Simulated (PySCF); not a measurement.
# Run report: BH₄O₄ (charge −1), NMR shielding calculation

The run: NMR shielding calculation of BH₄O₄, charge −1, SMILES O[B-](O)(O)O. Method and program: GIAO WP04/pcSseg-2 NMR shielding, non-relativistic, IEF-PCM chloroform (PySCF 2.14.0).

The geometry comes from this level: PBE0-D3(BJ)/def2-TZVP. Figures and captions count atoms from 1; the log counts them from 0 in places.

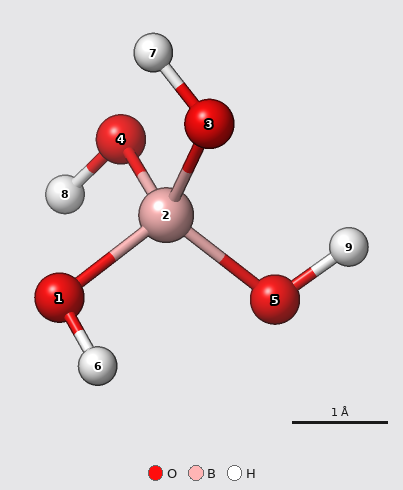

Fig. 1: The input geometry (ball-and-stick view, seen at a tilt; atoms are numbered from 1 in the order of the input). Bond lengths as drawn: B–O 1.48 Å and H–O 0.96 Å.

Summary:

| quantity | value |
| --- | --- |
| outcome | converged |
| total energy | −335.167059 hartree |
| HOMO | −7.12 eV |
| LUMO | 0.47 eV |
| isotropic shielding, O | 266.4 to 266.6 ppm |
| isotropic shielding, B | 91.3 ppm |
| isotropic shielding, H | 31.7 ppm |
| hardware | 1 CPU thread, shared host |
| wall time | 20 s |
| peak memory | 0.88 GiB |

Input file:
```
{"job": {"kind": "nmr", "xc": "WP04", "basis": "pcSseg-2", "pop": false, "solvent": "chloroform"}, "charge": -1, "multiplicity": 1}
O     -0.143161     1.432428    -0.334309
B      0.005131    -0.001546    -0.003467
O      1.306804    -0.594305    -0.382613
O     -1.035514    -0.727399    -0.763490
O     -0.106767    -0.117393     1.467044
H      0.277005     1.904402     0.385640
H      1.219332    -0.830151    -1.307029
H     -1.791295    -0.139301    -0.785685
H      0.324196    -0.943507     1.689751
```

The first line tells a small driver script what to run in PySCF; the rest is the geometry in Å.

Launched with:
```bash
OMP_NUM_THREADS=1 python <driver script> task.json out
```

What the program printed:
```
coarse grid: 7912 points
cycle   1  E = -334.5477030067  dE =  6.542e-01  |g| = 1.948e+00  |ddm| = 1.889e+00
cycle   2  E = -333.2642730221  dE =  1.283e+00  |g| = 3.181e+00  |ddm| = 2.892e+00
cycle   3  E = -335.1815292554  dE = -1.917e+00  |g| = 1.538e-01  |ddm| = 2.276e+00
cycle   4  E = -335.1865874351  dE = -5.058e-03  |g| = 5.567e-02  |ddm| = 1.606e-01
cycle   5  E = -335.1872522583  dE = -6.648e-04  |g| = 7.338e-03  |ddm| = 4.335e-02
cycle   6  E = -335.1872602654  dE = -8.007e-06  |g| = 1.544e-03  |ddm| = 3.606e-03
final grid: 77528 points
cycle   7  E = -335.1670566393  dE = -2.223e-04  |g| = 4.771e-03  |ddm| = 4.198e-02
cycle   8  E = -335.1670559335  dE =  7.058e-07  |g| = 4.666e-03  |ddm| = 4.138e-03
cycle   9  E = -335.1670590282  dE = -3.095e-06  |g| = 1.482e-03  |ddm| = 2.502e-03
cycle  10  E = -335.1670593797  dE = -3.515e-07  |g| = 2.021e-04  |ddm| = 7.180e-04
cycle  11  E = -335.1670593827  dE = -2.968e-09  |g| = 1.502e-04  |ddm| = 1.409e-04
cycle  12  E = -335.1670593864  dE = -3.705e-09  |g| = 6.627e-06  |ddm| = 6.437e-05
cycle  13  E = -335.1670593864  dE = -6.935e-12  |g| = 1.110e-06  |ddm| = 4.147e-06
```

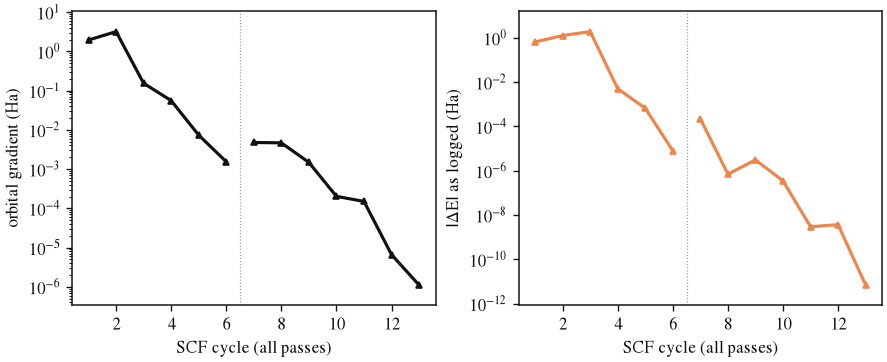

Fig. 2: Convergence of the self-consistent field: orbital gradient and size of the energy change against the SCF cycle. The dotted line marks the change from a coarse to the final integration grid. The first 6 cycles use a coarse grid, the final grid takes over at cycle 7, and the field converges after 13 cycles in all.

```
converged SCF energy = -335.1670593864

GIAO shielding tensors (ppm)
atom      isotropic    diamagn.    paramagn.     s11        s22        s33       span
  0 O      266.436     392.423    -125.987    222.967    257.166    319.174     96.207
  1 B       91.269     180.513     -89.244     87.589     87.633     98.586     10.997
  2 O      266.459     392.398    -125.940    222.827    257.193    319.357     96.530
  3 O      266.635     392.410    -125.775    223.210    257.343    319.352     96.142
  4 O      266.410     392.406    -125.996    222.858    257.181    319.193     96.335
  5 H       31.757      33.459      -1.702     24.230     28.609     42.432     18.202
  6 H       31.745      33.451      -1.706     24.210     28.611     42.415     18.205
  7 H       31.748      33.463      -1.714     24.210     28.609     42.425     18.215
  8 H       31.746      33.459      -1.713     24.206     28.627     42.404     18.198
```
